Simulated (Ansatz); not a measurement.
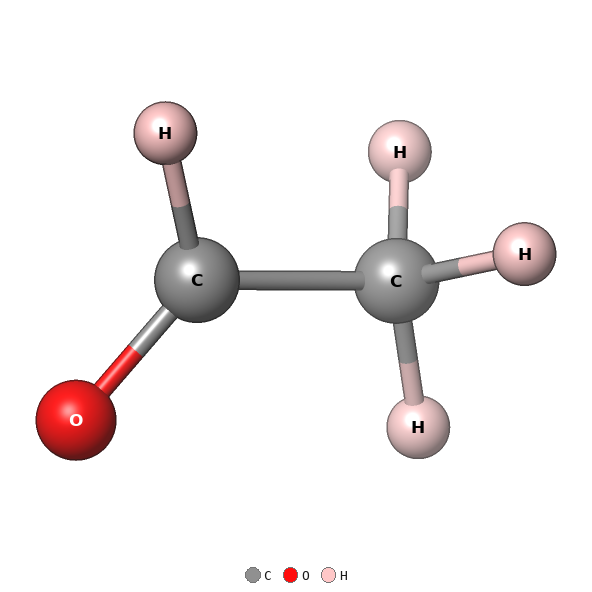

Depth is shown by fading: the farther an atom, the more it takes the colour of the background. The geometry was computed by an optimisation with PBE-D4/def2-SVP. No frequency run is at hand to confirm it as a minimum.

> Which symmetry elements does this geometry have?

It has 1 mirror plane, so the point group is Cs. The group has 2 operations. The geometry is achiral, and symmetry allows a dipole moment.
